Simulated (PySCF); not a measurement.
Cl3HOTi, SMILES `O[Ti](Cl)(Cl)Cl`.

Method: B3LYP/def2-SVP; geometry: GFN2-xTB; program: PySCF. This is a single-reference result, which may miss multireference character in this system. No frequency check shows the geometry to be a minimum. GFN2-xTB bond lengths at metals and heavier atoms can be off by up to 0.1 Å and shapes distorted, which carries into these values.

Geometry (Å), atoms numbered from 1:

```
O1      -0.0045   -0.0013   -2.0260
Ti2     -0.0004    0.0000   -0.3592
Cl3      0.7305    1.7882    0.5297
Cl4      1.1849   -1.5254    0.5302
Cl5     -1.9123   -0.2621    0.5339
H6      -0.0076   -0.0014   -2.9853
```

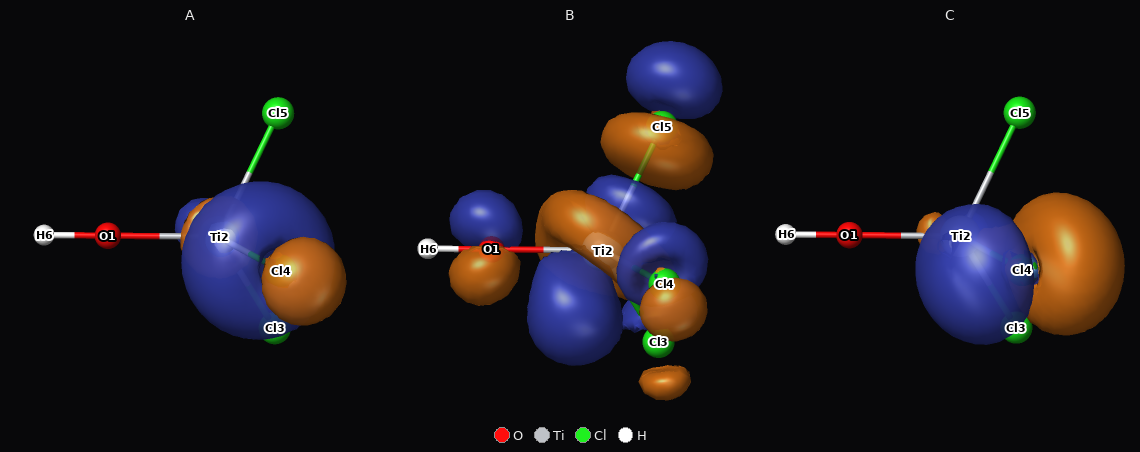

Intrinsic bond orbitals (IBO), occupied and valence-virtual; each surface holds about 85 % of the orbital's density. Energies are diagonal elements of the Fock matrix.

What does each orbital represent in a Lewis picture?

By panel:
- A: pair mostly on Cl4, shared in part with Ti2 (Cl4 81 %, Ti2 19 %; −14.5 eV)
- B: σ* orbital Ti2–Cl5, mostly on Ti2 (Ti2 70 %, Cl5 14 %, O1 6 %; −1.2 eV)
- C: lone pair on Cl4 (p-type) (Cl4 93 %, Ti2 7 %; −9.2 eV)

Which has the smallest and which the largest spatial spread?

Smallest: A (1.01 Å); largest: B (1.38 Å).
